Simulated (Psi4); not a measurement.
**SiHClF (SMILES F[SiH]Cl) at 5 levels**

Wanted: a comparison of 5 runs (UHF/3-21G, U-wB97M-D3(BJ)/aug-pcseg-0, UB3LYP/6-31G*, UMP2/cc-pVDZ-DK) of SiHClF. 

Program for the calculation: Psi4 1.11.

4 further runs of the same task are left out: 2 that didn't finish, 2 set aside as unsound or not needed.

## Step 1: The structure to begin with

The species is SiHClF (4 atoms), meant as a doublet with charge 0. As SMILES, `F[SiH]Cl`. The coordinates come from a GFN2-xTB relaxation.

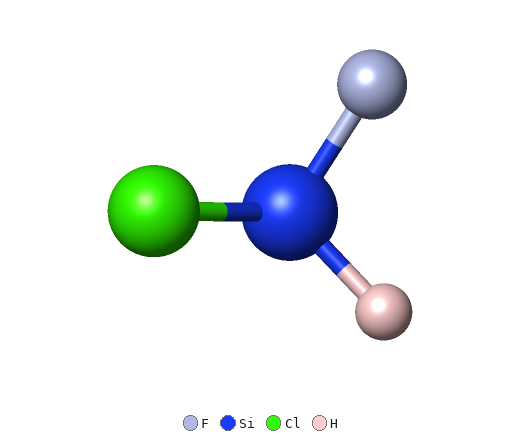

The structure, seen from a chosen angle (fluorine light blue, silicon blue, chlorine green, hydrogen pink).

## Step 2: The energy at UHF/3-21G (run 1)

Input file input.dat:

```
memory 1600 mb

molecule system {
  0 2
  F     -0.992950    -0.342310     1.062500
  Si    -0.204890    -0.223210    -0.347440
  Cl     1.732630    -0.546640     0.075470
  H     -0.534790     1.112160    -0.790530
  units angstrom
  symmetry c1
}

set globals {
  reference uhf
  puream true
  e_convergence 1e-09
  d_convergence 1e-08
  scf_type pk
  maxiter 200
}

e_tot, wfn = energy("scf/3-21G", return_wfn=True)
oeprop(wfn, "LOWDIN_CHARGES", "MAYER_INDICES", "QUADRUPOLE", title="SCF")
```

Started as:

```console
$ psi4 -i input.dat -o output.dat -n 1
```

output.dat:

```text
[...]
  Running in c1 symmetry.
[...]
  Nuclear repulsion =  141.879665378919924
[...]
  Multiplicity = 2
[...]
  Nalpha       = 21
  Nbeta        = 20
[...]
    Number of basis functions: 37
[...]
   @UHF iter   1:  -844.17587664826340   -4.50819e-01   8.29563e-03 ADIIS/DIIS
[...]
   @UHF iter  13:  -844.22133136003708   -3.41061e-13   4.32507e-09 DIIS
[...]
   @S^2 Observed:                7.525124117E-01
[...]
    Orbital Energies [Eh]
    ---------------------
    Alpha Occupied:
       1A   -104.117201     2A    -68.410519     3A    -26.146624
       4A    -10.515529     5A     -7.979808     6A     -7.974874
       7A     -7.973993     8A     -6.218736     9A     -4.318249
      10A     -4.312060    11A     -4.309515    12A     -1.575328
      13A     -1.145116    14A     -0.774160    15A     -0.666506
      16A     -0.652147    17A     -0.626911    18A     -0.548827
      19A     -0.508804    20A     -0.491625    21A     -0.370953
    Alpha Virtual:
      22A      0.118937    23A      0.163867    24A      0.248837
      25A      0.377339    26A      0.418916    27A      0.447043
[...]
  @UHF Final Energy:  -844.22133136003708
   => Energetics <=
    Nuclear Repulsion Energy =            141.8796653789199240
    One-Electron Energy =               -1453.5182028278063626
    Two-Electron Energy =                 467.4172060888492410
    Total Energy =                       -844.2213313600370839
  UHF NO Occupations:
  HONO-2 :   19  A 1.9997232
  HONO-1 :   20  A 1.9993621
[...]
 Multipole Moments:
 ------------------------------------------------------------------------------------
     Multipole            Electronic (a.u.)      Nuclear  (a.u.)        Total (a.u.)
 ------------------------------------------------------------------------------------
 L = 1.  Multiply by 2.5417464519 to convert [e a0] to [Debye]
 Dipole X            :          0.2400433           -0.7707794           -0.5307361
 Dipole Y            :         -1.3690942            1.5277147            0.1586205
 Dipole Z            :          0.7242286           -1.6866096           -0.9623810
 Magnitude           :                                                    1.1104136
 L = 2.  Multiply by 1.3450342976 to convert [e a0^2] to [Debye ang]
 Quadrupole XX       :       -218.0055855          191.5556476          -26.4499379
 Quadrupole XY       :         25.4973819          -24.9944675            0.5029144
[...]
```

Wall time 3.3 s (1 thread of Intel Xeon Platinum 8175M at 2.50GHz (Skylake/Cascade Lake), shared host); peak memory 0.18 GiB.

## Step 3: A single-point energy at U-wB97M-D3(BJ)/aug-pcseg-0 (DKH2, density fitting) (run 2)

Input file clfhsi.py:

```python
import psi4

psi4.set_memory(1600000000)
psi4.set_num_threads(1)
psi4.core.set_output_file('clfhsi.out', False)

geom = psi4.geometry("""
0 2
F     -0.992950    -0.342310     1.062500
Si    -0.204890    -0.223210    -0.347440
Cl     1.732630    -0.546640     0.075470
H     -0.534790     1.112160    -0.790530
symmetry c1
no_reorient
no_com
""")

psi4.set_options({
    'basis': 'aug-pcseg-0',
    'reference': 'uks',
    'relativistic': 'dkh',
    'dkh_order': 2,
})

energy_value = psi4.energy('wb97m-d3bj')
print(f'total energy {energy_value:.8f} hartree = {energy_value * 27.211386:.5f} eV')
```

Started as:

```console
$ python clfhsi.py
```

clfhsi.out:

```text
[...]
  Running in c1 symmetry.
[...]
  Nuclear repulsion =  141.879665378919924
[...]
  Multiplicity = 2
[...]
  Nalpha       = 21
  Nbeta        = 20
[...]
    Number of basis functions: 50
[...]
   @DF-UKS iter   1:  -850.88597123042848   -2.32780e-01   8.73369e-03 ADIIS/DIIS
[...]
   @DF-UKS iter   8:  -850.95422519037254   -5.91729e-08   9.44007e-07 DIIS
[...]
   @S^2 Observed:                7.510796277E-01
[...]
    Orbital Energies [Eh]
    ---------------------
    Alpha Occupied:
       1A   -102.206973     2A    -66.662004     3A    -24.969821
       4A     -9.672954     5A     -7.417198     6A     -7.409114
       7A     -7.408254     8A     -5.543311     9A     -3.901800
      10A     -3.900483    11A     -3.897923    12A     -1.360009
      13A     -1.012638    14A     -0.705997    15A     -0.601602
      16A     -0.586775    17A     -0.576153    18A     -0.512740
      19A     -0.479618    20A     -0.467736    21A     -0.341157
    Alpha Virtual:
      22A      0.019005    23A      0.026136    24A      0.029019
      25A      0.052630    26A      0.072611    27A      0.105679
[...]
  @DF-UKS Final Energy:  -850.95422519037254
   => Energetics <=
    Nuclear Repulsion Energy =            141.8796653789199240
    One-Electron Energy =               -1458.0885009651956352
    Two-Electron Energy =                 510.9622910804583285
    DFT Exchange-Correlation Energy =     -45.7044279388159751
    Empirical Dispersion Energy =          -0.0032527457391126
    VV10 Nonlocal Energy =                  0.0000000000000000
    Total Energy =                       -850.9542251903725401
[...]
 Multipole Moments:
 ------------------------------------------------------------------------------------
     Multipole            Electronic (a.u.)      Nuclear  (a.u.)        Total (a.u.)
 ------------------------------------------------------------------------------------
 L = 1.  Multiply by 2.5417464519 to convert [e a0] to [Debye]
 Dipole X            :        -32.6365059           32.3424926           -0.2940134
 Dipole Y            :         27.4631014          -27.1864504            0.2766510
 Dipole Z            :        -10.7383591            9.8091904           -0.9291687
 Magnitude           :                                                    1.0130815
[...]
```

On the terminal:

```text
total energy -850.95422519 hartree = -23155.64389 eV
```

Run time: 14 s. Hardware: 1 thread of Intel Xeon Platinum 8175M at 2.50GHz (Skylake/Cascade Lake), shared host; peak memory 0.5 GiB.

Runs 3 to 4 aren't shown in full; the table further down has their settings and results.

## Step 4: The energy at UMP2/cc-pVDZ-DK (density fitting, density fitting for correlation, ddCOSMO chlorobenzene) (run 5)

Input file job.py:

```python
import psi4

psi4.set_memory(1600000000)
psi4.set_num_threads(1)
psi4.set_output_file('clfhsi.out', False)

mol = psi4.geometry("""
0 2
F     -0.992950    -0.342310     1.062500
Si    -0.204890    -0.223210    -0.347440
Cl     1.732630    -0.546640     0.075470
H     -0.534790     1.112160    -0.790530
symmetry c1
""")

psi4.set_options({
    'reference': 'uhf',
    'scf_type': 'df',
    'freeze_core': True,
    'mp2_type': 'df',
    'soscf': True,
    'ddx': True,
    'ddx_model': 'cosmo',
    'ddx_solvent': 'chlorobenzene',
    'ddx_radii_set': 'bondi',
})

result = psi4.energy("mp2/cc-pVDZ-DK")
print(f'total energy {result:.8f} hartree = {result * 27.211386:.5f} eV')
```

Started as:

```console
$ python job.py
```

clfhsi.out:

```text
[...]
  Running in c1 symmetry.
[...]
  Nuclear repulsion =  141.879665378919924
[...]
  Multiplicity = 2
[...]
  Nalpha       = 21
  Nbeta        = 20
[...]
    Number of basis functions: 55
[...]
   @DF-UHF iter   1:  -847.98287860582923   -4.89240e-01   5.60280e-03 DIIS/ADIIS
[...]
   @DF-UHF iter   9:  -848.03098586500425   -5.68434e-13   1.80915e-09 SOSCF, nmicro=conv
[...]
   @S^2 Observed:                7.535148222E-01
[...]
    Orbital Energies [Eh]
    ---------------------
    Alpha Occupied:
       1A   -104.580850     2A    -68.772104     3A    -26.284306
       4A    -10.546259     5A     -8.024731     6A     -8.021318
       7A     -8.020726     8A     -6.212081     9A     -4.324288
      10A     -4.318057    11A     -4.316168    12A     -1.596317
      13A     -1.126469    14A     -0.777289    15A     -0.679235
      16A     -0.672192    17A     -0.637762    18A     -0.547109
      19A     -0.505673    20A     -0.489132    21A     -0.360012
    Alpha Virtual:
      22A      0.133704    23A      0.164361    24A      0.223942
      25A      0.360731    26A      0.395225    27A      0.419752
[...]
  @DF-UHF Final Energy:  -848.03098586500425
   => Energetics <=
    Nuclear Repulsion Energy =            141.8796653789199240
    One-Electron Energy =               -1458.6993844142270973
    Two-Electron Energy =                 468.7922724386536402
    DD Solvation Energy =                 -0.0035392683507589
    Total Energy =                       -848.0309858650042543
  UHF NO Occupations:
  HONO-2 :   19  A 1.9997503
[...]
 Multipole Moments:
 ------------------------------------------------------------------------------------
     Multipole            Electronic (a.u.)      Nuclear  (a.u.)        Total (a.u.)
 ------------------------------------------------------------------------------------
 L = 1.  Multiply by 2.5417464519 to convert [e a0] to [Debye]
 Dipole X            :          0.6288693           -0.7707794           -0.1419101
 Dipole Y            :         -1.3724719            1.5277147            0.1552428
 Dipole Z            :          0.8427426           -1.6866096           -0.8438670
 Magnitude           :                                                    0.8696840
[...]
```

On the terminal:

```text
total energy -848.42750425 hartree = -23086.88831 eV
```

Run time: 28 s. Hardware: 1 thread of Intel Xeon Platinum 8175M at 2.50GHz (Skylake/Cascade Lake), shared host; peak memory 0.27 GiB.

## Step 5: All runs side by side

```
run                                                                                      level  integrals  integral approximation  energy (Eh)  dipole moment (D)  HOMO energy (eV)  LUMO energy (eV)  wall time
  1                                                                                  UHF/3-21G         pk                    none  -844.221331               2.82            -10.09              0.26      3.3 s
  2                                         U-wB97M-D3(BJ)/aug-pcseg-0 (DKH2, density fitting)         df       program's default  -850.954225               2.57             -9.28             -2.21       14 s
  3                                               U-wB97M-D3(BJ)/aug-pcseg-0 (density fitting)         df       program's default  -849.078632               2.59             -9.30             -2.22       14 s
  4                                                        UB3LYP/6-31G* (spherical functions)         pk                    none  -850.170912               1.51             -6.40             -3.23       26 s
  5  UMP2/cc-pVDZ-DK (density fitting, density fitting for correlation, ddCOSMO chlorobenzene)         df       program's default  -848.427504                  –             -9.80              1.26       28 s
```

## Step 6: What came out

| quantity | value |
| --- | --- |
| run 5: total energy | -848.42750 Eh |
| run 5: HOMO energy (Hartree–Fock orbitals) (highest over α and β) | -9.80 eV |
| run 5: LUMO energy (Hartree–Fock orbitals) (lowest over α and β) | 1.26 eV |
| run 5: correlation energy (11 core orbitals frozen) | -396.5 mEh |
| run 5: solvent term in the energy | -9.3 kJ/mol |
| run 5: ⟨S²⟩ of the reference determinant | 0.754 |

What this shows: Over runs 1, 2, 3, 4 the dipole moment (its size) runs from 1.51 D (UB3LYP/6-31G*) to 2.82 D (UHF/3-21G). The two ends differ in method and basis. Totals of different functionals can't be ranked against each other. Some runs of one species differ in core potentials or relativity; totals across that change don't compare. In run 5 relativity is left out where basis or elements ask for it. All runs together took 84 s, the longest 28 s.
